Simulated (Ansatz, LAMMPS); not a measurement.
# Glassy 46SiO2-16Al2O3-16BaO-16Li2O-5Sc2O3 (mol %) (121 atoms): geometry optimisation, part 2 of 3

Aim: bring glassy 46SiO2-16Al2O3-16BaO-16Li2O-5Sc2O3 (mol %) (121 atoms) to a nearby minimum of the energy and see what moves.

Ansatz 0.2.0; Kohn-Sham DFT, PBE, PAW (set soft_2), plane waves.

The cell: 17 Si, 12 Al, 6 Ba, 12 Li, 4 Sc and 70 O. The quench rate of 30 K/ps far exceeds what a furnace or splat quench reaches. The starting topology of bonds comes from the classical model. Only the Γ point is sampled, in a cell whose shortest periodic width is 12 Å. The levels lack spin–orbit coupling.

So far. Step 3 (Single point at the start): The r.m.s. force component of 0.84 eV/Å and the pressure of 6.1 GPa set the starting point.

## (4) Relaxation

The atoms are relaxed in the fixed cell, aiming at the force tolerance of the input.

Contents of input.yaml:

```yaml
crystal:
  lattice:
    - [11.57411, 0.0, 0.0]
    - [0.0, 11.57411, 0.0]
    - [0.0, 0.0, 11.57411]
  atoms:
    [... the 121 atom lines of step 3 ...]
kpoints:
  mp_grid: { grid: [1, 1, 1] }
hamiltonian:
  xc: pbe
scf:
  occupations: { method: fermi_dirac, width: 0.025 }
output:
  forces: true
relax:
  f_tol: 0.03
  max_steps: 200
```

Command:

```bash
ansatz run input.yaml --threads 4 --pin off --max-ram 8192MiB --backend cpu --events-out ev --progress --plain --runs-dir out
```

Numbers of over 12 decimals in the logs are rounded to 6 here.

What it wrote:

```text
[...]
Crystal: 121 atoms, lattice volume = 1550.468 Å³
Basis set: ecut = 420 eV, 30551 PW (Γ), exchange–correlation on 160×160×160 points (8 copies of the dense FFT grid, shifted against one another)
Bands: 453, of which v1, the nominal top of the filled ones, is band 332 counted from 1 (331 counted from 0)
Symmetry: 1 space group operations
[...]
k-points: 1
[...]
SCF iter   1: F=—  HF=-103834.293323 eV  |F-HF|=—  |Δ(HF+E_count)|=         —  Δρ=2.00e-3  dr2=7.35e-2  ethr=1.77e-3  ⟨swp⟩=6.0  Hψ=2003  notcnv=0  defer=91
[...]
SCF iter   7: F=-103834.296833 eV  HF=-103834.296833 eV  |F-HF|=3.21e-7  |Δ(HF+E_count)|=   1.06e-6  Δρ=1.74e-5  dr2=4.63e-6  ethr=3.39e-9  ⟨swp⟩=4.0  Hψ=1122  notcnv=0
SCF 1 converged in 7 iterations: F = -103834.296833 eV  dr2 = 4.63e-6
[...]
relax step   1: F+E_penalty+E_count = -103834.29683279 eV  Δ(F+E_penalty+E_count) = +0.000e0 eV  max|allowed force component| = 2.637e0 eV/Å  Δτ_max = 0.0000 Å  (7 SCF iters, dr2 threshold 2.25e-5 eV, accepted)
[...]
relax step   2: F+E_penalty+E_count = -103837.19881888 eV  Δ(F+E_penalty+E_count) = -2.902e0 eV  max|allowed force component| = 1.296e0 eV/Å  Δτ_max = 0.1997 Å  (6 SCF iters, dr2 threshold 1.00e-4 eV, accepted)
[...]
relax step   3: F+E_penalty+E_count = -103838.71926976 eV  Δ(F+E_penalty+E_count) = -1.520e0 eV  max|allowed force component| = 6.214e-1 eV/Å  Δτ_max = 0.1949 Å  (7 SCF iters, dr2 threshold 1.00e-4 eV, accepted)
relax step   4: F+E_penalty+E_count = -103839.15644204 eV  Δ(F+E_penalty+E_count) = -4.372e-1 eV  max|allowed force component| = 5.922e-1 eV/Å  Δτ_max = 0.2000 Å  (7 SCF iters, dr2 threshold 8.87e-5 eV, accepted)
relax step   5: F+E_penalty+E_count = -103839.28623379 eV  Δ(F+E_penalty+E_count) = -1.298e-1 eV  max|allowed force component| = 3.696e-1 eV/Å  Δτ_max = 0.0764 Å  (6 SCF iters, dr2 threshold 8.06e-5 eV, accepted)
relax step   6: F+E_penalty+E_count = -103839.39137101 eV  Δ(F+E_penalty+E_count) = -1.051e-1 eV  max|allowed force component| = 5.537e-1 eV/Å  Δτ_max = 0.2000 Å  (7 SCF iters, dr2 threshold 5.32e-5 eV, accepted)
relax step   7: F+E_penalty+E_count = -103839.45493324 eV  Δ(F+E_penalty+E_count) = -6.356e-2 eV  max|allowed force component| = 2.014e-1 eV/Å  Δτ_max = 0.0614 Å  (5 SCF iters, dr2 threshold 1.00e-4 eV, accepted)
relax step   8: F+E_penalty+E_count = -103839.56410192 eV  Δ(F+E_penalty+E_count) = -1.092e-1 eV  max|allowed force component| = 2.940e-1 eV/Å  Δτ_max = 0.2000 Å  (8 SCF iters, dr2 threshold 5.37e-6 eV, accepted)
relax step   9: F+E_penalty+E_count = -103839.59284396 eV  Δ(F+E_penalty+E_count) = -2.874e-2 eV  max|allowed force component| = 5.558e-1 eV/Å  Δτ_max = 0.1940 Å  (7 SCF iters, dr2 threshold 1.14e-5 eV, accepted)
relax step  10: F+E_penalty+E_count = -103839.61596347 eV  Δ(F+E_penalty+E_count) = -2.312e-2 eV  max|allowed force component| = 3.257e-1 eV/Å  Δτ_max = 0.2000 Å  (7 SCF iters, dr2 threshold 1.00e-4 eV, accepted)
relax step  11: F+E_penalty+E_count = -103839.68082389 eV  Δ(F+E_penalty+E_count) = -6.486e-2 eV  max|allowed force component| = 2.384e-1 eV/Å  Δτ_max = 0.1025 Å  (6 SCF iters, dr2 threshold 3.64e-5 eV, accepted)
relax step  12: F+E_penalty+E_count = -103839.60957684 eV  Δ(F+E_penalty+E_count) = +7.125e-2 eV  max|allowed force component| = 3.786e-1 eV/Å  Δτ_max = 0.2000 Å  (8 SCF iters, dr2 threshold 1.95e-5 eV, rejected (line search))
relax step  13: F+E_penalty+E_count = -103839.69894215 eV  Δ(F+E_penalty+E_count) = -1.812e-2 eV  max|allowed force component| = 1.581e-1 eV/Å  Δτ_max = 0.0707 Å  (10 SCF iters, accepted)
relax step  14: F+E_penalty+E_count = -103839.71786431 eV  Δ(F+E_penalty+E_count) = -1.892e-2 eV  max|allowed force component| = 8.843e-2 eV/Å  Δτ_max = 0.1000 Å  (7 SCF iters, dr2 threshold 1.10e-5 eV, accepted)
relax step  15: F+E_penalty+E_count = -103839.72078826 eV  Δ(F+E_penalty+E_count) = -2.924e-3 eV  max|allowed force component| = 1.306e-1 eV/Å  Δτ_max = 0.1500 Å  (8 SCF iters, dr2 threshold 2.45e-6 eV, accepted)
relax step  16: F+E_penalty+E_count = -103839.72875689 eV  Δ(F+E_penalty+E_count) = -7.969e-3 eV  max|allowed force component| = 6.458e-2 eV/Å  Δτ_max = 0.0461 Å  (6 SCF iters, dr2 threshold 5.33e-6 eV, accepted)
relax step  17: F+E_penalty+E_count = -103839.73628315 eV  Δ(F+E_penalty+E_count) = -7.526e-3 eV  max|allowed force component| = 1.022e-1 eV/Å  Δτ_max = 0.1607 Å  (8 SCF iters, dr2 threshold 1.02e-6 eV, accepted)
relax step  18: F+E_penalty+E_count = -103839.75655168 eV  Δ(F+E_penalty+E_count) = -2.027e-2 eV  max|allowed force component| = 1.019e-1 eV/Å  Δτ_max = 0.1987 Å  (8 SCF iters, dr2 threshold 2.55e-6 eV, accepted)
relax step  19: F+E_penalty+E_count = -103839.78593176 eV  Δ(F+E_penalty+E_count) = -2.938e-2 eV  max|allowed force component| = 1.722e-1 eV/Å  Δτ_max = 0.1946 Å  (7 SCF iters, dr2 threshold 1.03e-5 eV, accepted)
relax step  20: F+E_penalty+E_count = -103839.81616794 eV  Δ(F+E_penalty+E_count) = -3.024e-2 eV  max|allowed force component| = 1.430e-1 eV/Å  Δτ_max = 0.1924 Å  (6 SCF iters, dr2 threshold 2.95e-5 eV, accepted)
relax step  21: F+E_penalty+E_count = -103839.79798241 eV  Δ(F+E_penalty+E_count) = +1.819e-2 eV  max|allowed force component| = 3.767e-1 eV/Å  Δτ_max = 0.2000 Å  (7 SCF iters, dr2 threshold 1.41e-5 eV, rejected (line search))
relax step  22: F+E_penalty+E_count = -103839.84507866 eV  Δ(F+E_penalty+E_count) = -2.891e-2 eV  max|allowed force component| = 1.573e-1 eV/Å  Δτ_max = 0.0976 Å  (9 SCF iters, accepted)
relax step  23: F+E_penalty+E_count = -103839.83811675 eV  Δ(F+E_penalty+E_count) = +6.962e-3 eV  max|allowed force component| = 1.295e-1 eV/Å  Δτ_max = 0.1000 Å  (7 SCF iters, dr2 threshold 1.71e-5 eV, rejected (line search))
relax step  24: F+E_penalty+E_count = -103839.85671950 eV  Δ(F+E_penalty+E_count) = -1.164e-2 eV  max|allowed force component| = 7.314e-2 eV/Å  Δτ_max = 0.0486 Å  (9 SCF iters, accepted)
relax step  25: F+E_penalty+E_count = -103839.86157602 eV  Δ(F+E_penalty+E_count) = -4.857e-3 eV  max|allowed force component| = 4.795e-2 eV/Å  Δτ_max = 0.0500 Å  (7 SCF iters, dr2 threshold 1.16e-6 eV, accepted)
relax step  26: F+E_penalty+E_count = -103839.84325102 eV  Δ(F+E_penalty+E_count) = +1.832e-2 eV  max|allowed force component| = 1.119e-1 eV/Å  Δτ_max = 0.0750 Å  (9 SCF iters, rejected (line search))
[...]
relax step  27: F+E_penalty+E_count = -103839.86427522 eV  Δ(F+E_penalty+E_count) = -2.699e-3 eV  max|allowed force component| = 2.411e-2 eV/Å  Δτ_max = 0.0177 Å  (9 SCF iters, accepted)
SCF converged after 9 iterations
Free energy (F): -103839.864275 eV
[...]
Internal energy: -103839.864275 eV  (E = F + TS)
E sigma→0 (E₀):  -103839.864275 eV
Fermi energy:    6.724980 eV
[...]
--- Forces (eV/Å), atoms counted from 1 ---
  atom   1  Si    -0.00889716    -0.00082055     0.00947171
  atom   2  Si    -0.00778059     0.00458977     0.00625251
  atom   3  Si     0.00338203     0.00387822     0.00136675
  atom   4  Si    -0.01416203     0.00568127     0.00157791
  atom   5  Si     0.00986544     0.01262181    -0.00473396
  atom   6  Si     0.00443729    -0.00385288    -0.01321949
  atom   7  Si     0.00132465     0.00556385    -0.00373778
  atom   8  Si     0.00184827     0.01690975    -0.00828565
  atom   9  Si     0.02047342     0.00903157     0.00482011
  atom  10  Si    -0.00580806     0.00024143    -0.00973147
  atom  11  Si     0.00596503     0.00732034    -0.00450230
  atom  12  Si    -0.01131988    -0.00777978    -0.00290578
  atom  13  Si     0.00185945    -0.01109486    -0.00355796
  atom  14  Si     0.01607176     0.00679307    -0.00706967
[...]
atom 120  O     -0.00381304     0.00501805    -0.00383347
  atom 121  O     -0.00126279     0.00335438    -0.00549052
  max |Σ_I F_I| component: 9.04e-5 eV/Å
--- Relaxed structure (27 steps of the walk, 23 accepted, 0 SCFs on fresh bases) ---
  F+E_penalty+E_count = -103839.86427522 eV   max|allowed force component| = 2.411e-2 eV/Å
  atoms:
    - { symbol: Si, position: [0.720354, 0.874718, 0.449579] }
    - { symbol: Si, position: [0.516560, 0.632689, 0.973352] }
    - { symbol: Si, position: [0.359330, 0.946090, 0.530085] }
    - { symbol: Si, position: [0.069594, 0.776461, 0.636340] }
[...]
- { symbol: O, position: [0.180861, 0.786613, 0.912803] }
```

Elapsed: 6.1 min, on 4 threads of Arm Neoverse V2, shared host; peak memory 2.3 GiB.

The steps of the relaxation (22 of 27):

```tsv
step	energy less that of the first step (eV)	largest force component (eV/Å)
1	0.0000	2.6366
2	-2.9020	1.2964
3	-4.4224	0.6214
5	-4.9894	0.3696
6	-5.0945	0.5537
7	-5.1581	0.2014
8	-5.2673	0.2940
10	-5.3191	0.3257
11	-5.3840	0.2384
12	-5.3127	0.3786
13	-5.4021	0.1581
15	-5.4240	0.1306
16	-5.4319	0.0646
17	-5.4395	0.1022
18	-5.4597	0.1019
20	-5.5193	0.1430
21	-5.5011	0.3767
22	-5.5482	0.1573
23	-5.5413	0.1295
25	-5.5647	0.0479
26	-5.5464	0.1119
27	-5.5674	0.0241
```

Relaxation steps 12, 21, 23, 26 were tried and not accepted.

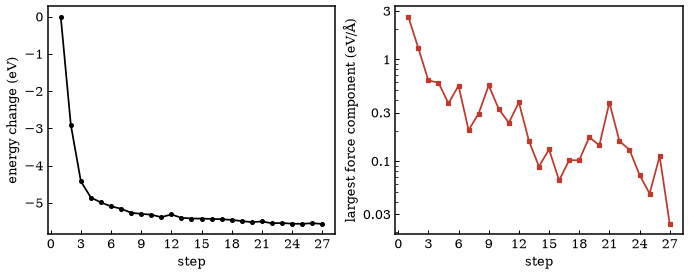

Energy and largest force along the relaxation.

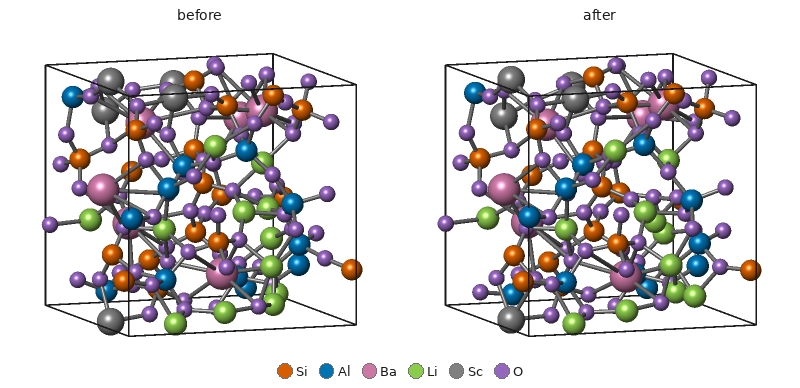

Before and after, at one scale.

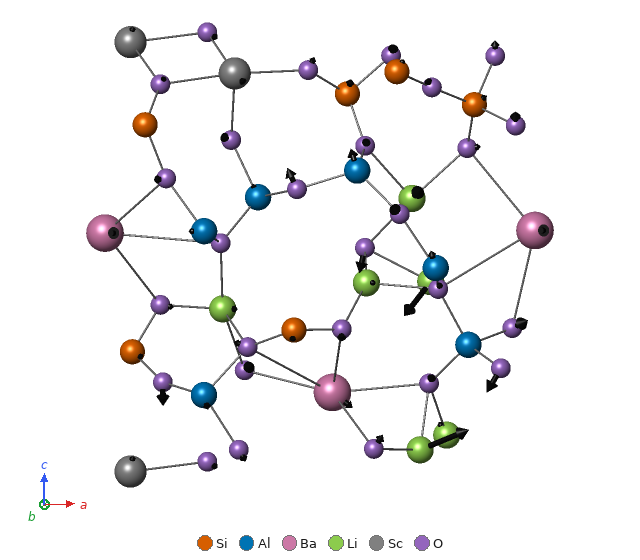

Displacements in the relaxation, exaggerated; the longest in the cell stands for 1.12 Å. Drawn is a slice 4 Å thick, seen along the normal of the ac plane.

The atoms that moved most (Å):

```tsv
atom	dx	dy	dz	length
Li46	0.888	-0.543	0.423	1.124
Li45	-0.449	0.608	-0.689	1.023
O89	0.068	-0.180	-0.576	0.607
O109	0.284	0.508	-0.133	0.597
O104	-0.041	-0.142	-0.561	0.581
O65	-0.007	-0.339	-0.444	0.559
Li37	0.101	-0.509	0.185	0.551
O59	-0.231	0.033	-0.405	0.468
```

The relaxation changed the energy by -46.0 meV/atom, and atoms moved by 0.28 Å r.m.s., 1.1 Å at most.

## (5) Structure statistics after relaxation

Bonds before and after, by the cutoffs listed below:

```tsv
pair	bonds before	bonds after	mean before (Å)	mean after (Å)	spread before (Å)	spread after (Å)
O-Si	68	68	1.607	1.642	0.032	0.026
O-Al	48	49	1.748	1.784	0.045	0.050
O-Ba	46	42	2.958	2.833	0.168	0.187
O-Sc	20	21	2.105	2.121	0.132	0.181
```

Density 3.22 g/cm³, 12.81 Å³ an atom.

g(r), total and by pair (bins of 0.2 Å):

```tsv
r (Å)	total	O-O	O-Si	O-Al	O-Li	O-Ba	O-Sc
1.50	0.10	0.00	0.62	0.00	0.00	0.00	0.00
1.70	3.04	0.00	12.45	8.80	0.00	0.00	0.00
1.90	0.82	0.00	0.00	2.57	3.83	0.00	2.35
2.10	0.64	0.00	0.00	0.00	3.42	0.00	6.53
2.30	0.10	0.00	0.00	0.00	0.41	0.00	0.87
2.50	0.43	0.75	0.00	0.00	0.61	1.15	0.36
2.70	1.63	3.71	0.00	0.00	0.50	2.80	0.31
2.90	1.18	2.06	0.06	0.43	0.51	2.62	0.28
3.10	1.04	1.31	0.43	0.23	0.77	1.08	0.68
3.30	1.09	0.77	0.51	0.87	0.81	0.66	0.20
3.50	0.95	0.87	1.23	0.91	1.08	0.61	0.86
3.70	1.06	0.65	1.41	1.12	1.40	1.06	1.44
3.90	1.03	0.58	1.77	2.02	0.63	0.69	1.13
4.10	1.06	0.63	1.70	1.26	1.36	0.97	0.78
4.30	1.18	0.77	1.82	1.83	1.36	0.71	1.06
4.50	0.90	0.65	0.74	1.23	1.35	0.94	2.60
4.70	0.94	1.02	0.73	0.74	1.24	1.65	1.50
4.90	0.95	1.34	0.61	0.46	0.73	1.36	0.65
5.10	0.95	1.36	0.64	0.68	0.62	1.19	0.43
5.30	1.05	1.35	0.74	0.71	0.97	1.25	0.56
5.50	0.96	1.20	0.75	0.78	0.82	1.07	0.51
5.70	0.93	0.85	0.98	1.08	1.15	0.68	0.55
```

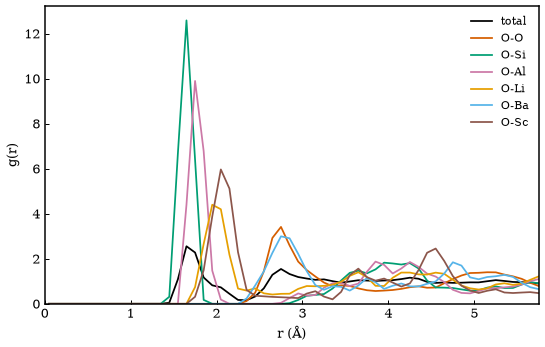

Pair distribution functions, lightly smoothed.

Bonds by pair of elements; cutoffs follow the first minimum of g(r), held within bounds set by covalent radii, and pairs that aren't listed don't count as bonded:

```tsv
pair A-B	cutoff (Å)	bonds	mean length (Å)	spread (Å)	shortest (Å)	B about A	A about B
O-Si	2.08	68	1.64	0.026	1.58	0.971	4
O-Al	2.33	49	1.78	0.05	1.72	0.7	4.08
O-Li	2.33	41	2.01	0.107	1.83	0.586	3.42
O-Ba	3.29	42	2.83	0.187	2.46	0.6	7
O-Sc	2.76	21	2.12	0.181	1.89	0.3	5.25
```

The cutoff for O-Li falls short of the minimum of g(r), so counts run low and odd coordinations can be artefacts.

How many atoms have how many bonded neighbours:

```tsv
element	mean	2	3	4	5	6	7	8
Al	4.08	0	0	11	1	0	0	0
Ba	7	0	0	0	0	1	4	1
Li	3.42	1	5	6	0	0	0	0
O	3.16	7	45	18	0	0	0	0
Sc	5.25	0	0	0	3	1	0	0
Si	4	0	0	17	0	0	0	0
```

Bond angles (no mean is given where the spread exceeds 20°):

```tsv
angle	count	mean (°)	spread (°)
O-Ba-O	127	-	-
O-Si-O	102	109	5.4
O-Al-O	76	109	12.7
O-Li-O	52	-	-
O-Sc-O	45	-	-
```

Oxygen atoms by the number of network formers (Si, P, Ge, B, Al, As, Ga) bound to them:

```tsv
network formers bound to O	O atoms	per cent
0	1	1.4
1	22	31.4
2	46	65.7
3	1	1.4
```

Network units: each former by its oxygen neighbours and how many of them bridge to another former:

```tsv
former	O neighbours	bridging O	atoms
Si	4	2	4
Si	4	3	10
Si	4	4	3
Al	4	3	3
Al	4	4	8
Al	5	4	1
```

Bond length by coordination (bonds to H left out):

```tsv
element	coordination	atoms	mean bond length (Å)
Al	4	11	1.77
Al	5	1	1.88
Ba	6	1	2.89
Ba	7	4	2.81
Ba	8	1	2.88
Li	2	1	1.89
Li	3	5	1.97
Li	4	6	2.04
O	2	7	1.66
O	3	45	1.99
O	4	18	2.13
Sc	5	3	2.10
Sc	6	1	2.18
```

Rings of the network by King's shortest-path rule, up to 12 atoms, one path for each pair of neighbours; H, halogens, alkali and alkaline-earth atoms are left out, and the last column divides by all other atoms, bonded or not:

```tsv
ring size (atoms)	rings	per network atom
4	3	0.029
6	6	0.058
8	18	0.175
10	19	0.184
12	20	0.194
```

First main peaks of g(r), for some of the pairs, lie near 2.7 Å (O-O), 1.6 Å (O-Si), 1.8 Å (O-Al), 2.0 Å (O-Li), 2.8 Å (O-Ba) and 2.1 Å (O-Sc). Counting bonds to Si and Al alone, not to Sc, 66 % of the oxygens join two of these atoms and 31 % one; 1 % join three; 1 % join none. The commonest Si unit has 4 oxygens, 3 of them shared with other formers (10 of 17 atoms). Rings of 12 atoms are the most common (30 % of those counted); sizes run from 4 to 12, where the search stops.

(Continued in part 3 of 3.)

[Logs are printed without paths, hosts, clocks, repeated set-up lines and the standing remarks that a program may print on its own settings, such as how far it seeks lower states.]

[Hosts, paths, dates, database ids (printed as entryN), source tags and the programs' standing remarks are cut or masked in the printed files.]
